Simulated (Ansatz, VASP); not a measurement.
# TiO2 (Rutile): VASP beside Ansatz

One calculation is typed for both programs; each brings its own data sets and cutoff. How far apart do they land?

Method: plane waves, with VASP 6.6.1 beside it; G0W0 gap at PBE, in Ansatz 0.2.0.

## Step 1: The structure

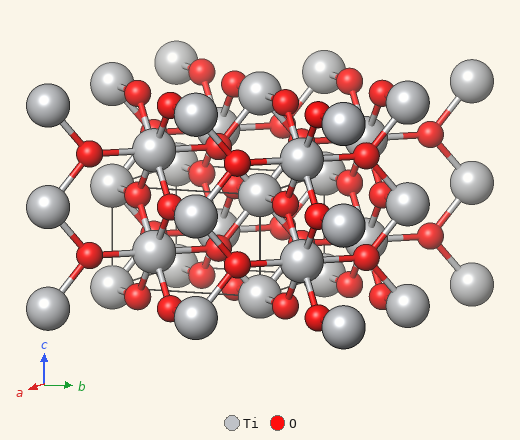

Start, viewed slightly off an axis; titanium light grey, oxygen red. 2×2×2 cells are drawn. Some periodic images of atoms are drawn too.

## Step 2: Ansatz: G0W0 gap, PBE

Ansatz runs on its default PAW (the set named soft_2) files.

Quasiparticle shifts depend on high empty states and on the cores, so they are the hardest test of two PAW sets.

Input file input.yaml:

```yaml
crystal:
  lattice:
    - [4.638122, 0.0, 0.0]
    - [0.0, 4.638122, 0.0]
    - [0.0, 0.0, 2.9574]
  atoms:
    - { symbol: Ti, position: [0.5, 0.5, 0.5] }
    - { symbol: Ti, position: [0.0, 0.0, 0.0] }
    - { symbol: O, position: [0.8040255103, 0.1959744897, 0.5] }
    - { symbol: O, position: [0.6959744897, 0.6959744897, 0.0] }
    - { symbol: O, position: [0.1959744897, 0.8040255103, 0.5] }
    - { symbol: O, position: [0.3040255103, 0.3040255103, 0.0] }
hamiltonian:
  xc: pbe
  pseudopotentials: { kind: paw }
kpoints:
  mp_grid: { grid: [4, 4, 4] }
scf:
  occupations: { method: fixed }
gw:
  n_empty_bands: 168
  ecut_chi: 120.0
  qp_bands: [v2, c2]
  qp_kpoints: band_edges
  screening: { model: contour_deformation }
```

Launch:

```console
$ ansatz run input.yaml --threads 4 --pin off --max-ram 9216MiB --backend cpu --events-out ev --progress --plain --runs-dir out
```

Numbers of over 12 decimals in the logs are rounded to 6 here.

The program printed:

```text
Engine: ansatz 0.2.0, aarch64-unknown-linux-gnu
Pseudopotentials: kind: paw
Pseudopotential: Ti, paw, valence charge 12, recommended cutoff 420 eV (normal), Ti.paw.azcp
Pseudopotential: O, paw, valence charge 6, recommended cutoff 420 eV (normal), O.paw.azcp
Functional definition: PBE
  parameter kappa = 0.804
  parameter beta = 0.066725
  exchange = pbe_x(kappa = kappa, mu = beta*pi^2/3)
  correlation = pbe_c(beta = beta)
Crystal: 6 atoms, lattice volume = 63.620 Å³
Basis set: ecut = 420 eV, 1241 PW (Γ)
Bands: 30, of which v1, the nominal top of the filled ones, is band 24 counted from 1 (23 counted from 0)
Symmetry: 16 space group operations
Space group: P42/mnm (ITA 136), of the structure as read, at distance tolerance 4.0e-5 Å
k-points: 18 of 64
Non-local potential: Ti, projectors of the file, l = 0: 3, l = 1: 2, l = 2: 3, l = 3: 1
Non-local potential: O, projectors of the file, l = 0: 2, l = 1: 2, l = 2: 1
PAW form: soft (Blöchl's): semilocal exchange-correlation on the pseudo side does not see the compensation charge
PAW one-centre angular grid: Ti, 590 points (default); XC on 64 Gauss nodes
PAW one-centre angular grid: O, 110 points (default); XC on 64 Gauss nodes
Initial density: superposition of atomic densities (neutral atoms: chi_scale 0, normalization atom), corrected by the library's trained network
Initial wavefunctions: pseudopotential atomic-orbital guess
Functional: x = pbe(κ = 0.804, μ = 0.219515), c = pbe(β = 0.066725)
SCF iter   1: F=—  HF=-7277.286564 eV  |F-HF|=—  |Δ(HF+E_count)|=         —  Δρ=2.10e-3  dr2=1.40e-3  ethr=1.77e-3  ⟨swp⟩=3.8  Hψ=2007  notcnv=0  defer=46
preconditioner: auto → Resta (q_TF=auto, 2.603 Å⁻¹)  ε∞=9.0  [insulator: Δε(μ)=1.805 eV  Ē_g=9.307 eV  n_scr=18 (ndim 8)  ℏωp=26.3 eV  f_vac=0.020  ε∞_Penn≈9.0]
SCF iter   2: F=—  HF=-7277.287324 eV  |F-HF|=—  |Δ(HF+E_count)|=   7.60e-4  Δρ=1.22e-3  dr2=4.53e-4  ethr=2.91e-6  ⟨swp⟩=2.7  Hψ=1067  notcnv=0  defer=72
SCF iter   3: F=—  HF=-7277.287654 eV  |F-HF|=—  |Δ(HF+E_count)|=   3.30e-4  Δρ=6.46e-4  dr2=1.95e-4  ethr=9.44e-7  ⟨swp⟩=2.0  Hψ=763  notcnv=0  defer=72
SCF iter   4: F=—  HF=-7277.287745 eV  |F-HF|=—  |Δ(HF+E_count)|=   9.08e-5  Δρ=1.11e-4  dr2=7.03e-6  ethr=4.06e-7  ⟨swp⟩=2.1  Hψ=718  notcnv=0  defer=34
SCF iter   5: F=—  HF=-7277.287749 eV  |F-HF|=—  |Δ(HF+E_count)|=   4.11e-6  Δρ=3.04e-5  dr2=4.77e-7  ethr=1.46e-8  ⟨swp⟩=2.0  Hψ=793  notcnv=0  defer=29
SCF iter   6: F=-7277.287749 eV  HF=-7277.287749 eV  |F-HF|=6.64e-8  |Δ(HF+E_count)|=   1.19e-7  Δρ=1.07e-5  dr2=8.27e-8  ethr=2.08e-10  ⟨swp⟩=7.8  Hψ=1665  notcnv=0
SCF 1 converged in 6 iterations: F = -7277.287749 eV  dr2 = 8.27e-8
  greatest PAW one-centre occupation: 0.999 electrons in one spin orbital (limit 2), on the Ti atom at site 1 (counted from 0), in its partial waves of l = 0
NSCF: frozen V_eff on 18 k-points
G₀W₀ screening: q 1/18
G₀W₀ screening: q 2/18 (q-point 5)
G₀W₀ screening: q 3/18 (q-point 11)
G₀W₀ screening: q 4/18 (q-point 14)
G₀W₀ screening: q 5/18 (q-point 4)
G₀W₀ screening: q 6/18
G₀W₀ screening: q 7/18 (q-point 8)
G₀W₀ screening: q 8/18 (q-point 10)
G₀W₀ screening: q 9/18 (q-point 12)
G₀W₀ screening: q 10/18 (q-point 13)
G₀W₀ screening: q 11/18 (q-point 15)
G₀W₀ screening: q 12/18 (q-point 2)
G₀W₀ screening: q 13/18 (q-point 7)
G₀W₀ screening: q 14/18 (q-point 9)
G₀W₀ screening: q 15/18 (q-point 17)
G₀W₀ screening: q 16/18 (q-point 3)
G₀W₀ screening: q 17/18 (q-point 16)
G₀W₀ screening: q 18/18
G₀W₀ self-energy: k 1/14
G₀W₀ self-energy: k 2/14
G₀W₀ self-energy: k 3/14
G₀W₀ self-energy: k 4/14
G₀W₀ self-energy: k 5/14
G₀W₀ self-energy: k 6/14
G₀W₀ self-energy: k 7/14
G₀W₀ self-energy: k 8/14
G₀W₀ self-energy: k 9/14
G₀W₀ self-energy: k 10/14
G₀W₀ self-energy: k 11/14
G₀W₀ self-energy: k 12/14
G₀W₀ self-energy: k 13/14
G₀W₀ self-energy: k 14/14
SCF converged after 6 iterations
Free energy (F): -7277.287749 eV
Harris-Foulkes:  -7277.287749 eV  (|F-HF|=6.64e-8)
Internal energy: -7277.287749 eV  (E = F + TS)
E sigma→0 (E₀):  -7277.287749 eV
Fermi energy:    8.847639 eV
--- Per-component energies (eV) ---
  E_band       = -403.991667
  E_kinetic    = 1244.555531
  E_local      = -3119.930951  (includes V_loc(G=0)·N_el)
  E_nonlocal   = 196.263552
  E_hartree    = 1186.763399
  E_xc         = -492.223265
  E_vxc        = -623.341977  (∫ρ·V_xc dr)
  E_paw        = -2721.524574  (= ΣΔE_a)
  E_vpaw       = -475.066013  (= ΣTr[D̂ρ^β])
  E_aug_tail   = 0.010237  (compensation charges beyond the density's cutoff)
  E_ewald      = -3571.201678
  E_smearing   = -0.000000  (= −TS)
  E_closure    = 0.000000  (closes the sum)
  Σ components = -7277.287749   (vs F -7277.287749, Δ=0.00e0)
--- Band table (eV; the first three rows and the last of 18) ---
  k-point 0: bands = [... 20 lower, 8.1755, 8.3967, 8.3967, 8.8476, 10.6682, 10.9285, 11.2248, 11.3206, ... 2 higher]
  k-point 1: bands = [... 20 lower, 7.0967, 7.3730, 7.3730, 8.4200, 11.0367, 11.3394, 11.6308, 11.9162, ... 2 higher]
  k-point 2: bands = [... 20 lower, 6.5771, 6.5771, 7.4372, 7.4372, 11.7540, 11.7540, 12.0211, 12.0211, ... 2 higher]
  k-point 17: bands = [... 20 lower, 7.6019, 7.6019, 8.1772, 8.1772, 11.4036, 11.4036, 11.9819, 11.9819, ... 2 higher]
--- G₀W₀: contour deformation, 7 samples at zero and on the imaginary axis and 1 off it, 64 q-points, 168 empty bands' worth ---
  eigenvalues of the whole cell's RPA ε∞ on this k-mesh (on a slab, of 1 + 4πα/V) = 7.3057, 7.3057, 9.1704; static W/v taken at q = 0 is 0.120961
  gw.qp_kpoints: band_edges: 14 of 18 stored k-points solved, in 1 pass; an edge of the gap read off the rows below is read off those points alone
    valence top: of the k-points left out ik 7 came nearest to being solved in a further pass, in band 24 (counted from 1, as in the quasiparticle table): it holds the edge there only if its correction is more favourable than any solved in that band by at least 0.823 eV; those differ by 0.134 eV
    conduction bottom: of the k-points left out ik 5 came nearest to being solved in a further pass, in band 26 (counted from 1, as in the quasiparticle table): it holds the edge there only if its correction is more favourable than any solved in that band by at least 0.499 eV; those differ by 0.160 eV
    ik  band        ε_KS         Σx   Σc(E_QP)       V_xc       Z   E_QP_lin       E_QP  E_QP is
     0    23      8.3967   -26.0925     4.5381   -21.4667  0.7136     8.3089     8.3091  root
     0    24      8.8476   -26.0325     4.6846   -21.2824  0.7024     8.7821     8.7822  root
     0    25     10.6682   -13.3317    -7.0428   -21.6886  0.7143    12.0269    11.9821  root
     0    26     10.9285   -13.3613    -6.7098   -21.2980  0.7164    12.1937    12.1553  root
     1    23      7.3730   -25.0286     4.1342   -20.8219  0.7064     7.3003     7.3005  root
     1    24      8.4200   -25.5005     4.8570   -20.5174  0.6981     8.2936     8.2940  root
     1    25     11.0367   -13.4098    -7.2185   -21.8663  0.7023    12.3176    12.2747  root
     1    26     11.3394   -13.9462    -7.1900   -22.4806  0.7069    12.7355    12.6838  root
     2    23      7.4372   -25.6548     4.9754   -20.4798  0.6942     7.2365     7.2376  root
     2    24      7.4372   -25.6548     4.9754   -20.4798  0.6942     7.2365     7.2376  root
     2    25     11.7540   -14.5586    -7.0371   -22.7953  0.6835    13.0030    12.9535  root
     2    26     11.7540   -14.5586    -7.0371   -22.7953  0.6835    13.0030    12.9535  root
     3    23      8.0459   -25.5280     4.5761   -20.8582  0.7020     7.9520     7.9522  root
     3    24      8.6260   -25.8839     4.7909   -20.9930  0.7010     8.5257     8.5259  root
     3    25     10.9531   -13.6750    -6.9314   -21.8821  0.7087    12.2741    12.2287  root
     3    26     11.2521   -13.5812    -6.8002   -21.5784  0.7053    12.4903    12.4490  root
     4    23      7.5546   -24.8728     4.4766   -20.2840  0.6940     7.4420     7.4424  root
     4    24      8.3501   -25.6587     4.8713   -20.6598  0.6982     8.2222     8.2225  root
     4    25     11.0093   -13.3253    -7.1380   -21.7024  0.7054    12.2908    12.2484  root
     4    26     11.6704   -14.2336    -7.2418   -22.7850  0.6962    13.0352    12.9799  root
     6    23      8.1289   -25.4856     4.8761   -20.4658  0.6956     7.9847     7.9852  root
     6    24      8.1289   -25.4856     4.8761   -20.4658  0.6956     7.9847     7.9852  root
     6    25     11.3088   -13.7339    -6.9992   -21.9683  0.7008    12.5906    12.5440  root
     6    26     11.3088   -13.7339    -6.9992   -21.9683  0.7008    12.5906    12.5440  root
[...]
15    23      7.7699   -25.9789     4.6250   -21.1988  0.7140     7.6143     7.6148  root
    15    24      7.7699   -25.9789     4.6250   -21.1988  0.7140     7.6143     7.6148  root
    15    25     10.6932   -13.5107    -6.8585   -21.6702  0.7169    12.0368    11.9942  root
    15    26     10.6932   -13.5107    -6.8585   -21.6702  0.7169    12.0368    11.9942  root
    17    23      8.1772   -26.1441     4.7583   -21.2501  0.7075     8.0411     8.0415  root
    17    24      8.1772   -26.1441     4.7583   -21.2501  0.7075     8.0411     8.0415  root
    17    25     11.4036   -13.8509    -6.9356   -21.9712  0.6957    12.6308    12.5884  root
    17    26     11.4036   -13.8509    -6.9356   -21.9712  0.6957    12.6308    12.5884  root
```

Run time: 46 s. Hardware: 4 threads of Arm Neoverse V1, shared host; peak memory 0.56 GiB.

The column dr2 measures how far the density is from self-consistency, as an energy; F and HF (Harris–Foulkes) agree once it is small.

(Part 1 of 2 ends here.)

[Lines on the potential files, build, host, timing and source positions are cut from VASP's logs without a mark.]

[Logs are printed without paths, hosts, clocks, repeated set-up lines and the standing remarks that a program may print on its own settings, such as how far it seeks lower states.]

[Hosts, paths, dates, database ids (printed as entryN), source tags and the programs' standing remarks are cut or masked in the printed files.]
